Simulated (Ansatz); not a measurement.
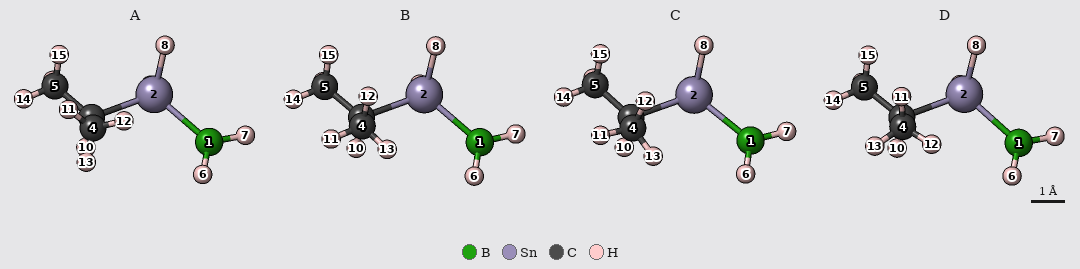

4 geometries from a converged minimum-energy path of C$_{3}$H$_{11}$BSn, shuffled. A ball-and-stick model, seen from a free direction.

Method: Ansatz 0.2.0, RHF/def2-SVP. Set-up: 7 movable images; climbing image; force threshold 0.05 eV/Å; iteration limit 60; starting path through a guess of the saddle point.

Which frame is the top of the path?

A. In order along the path, whose images run from 0 to 8: B (image 0, 0.0 kJ/mol), C (image 1, +1.0 kJ/mol), A (image 4, +16.4 kJ/mol), D (image 7, +1.8 kJ/mol). The motion is a rotation about the C–C bond by about 120°. No bond forms or breaks between the ends. Among the angles between lasting bonds that change up to the highest image: C–C–H 111.6° → 114.2°.
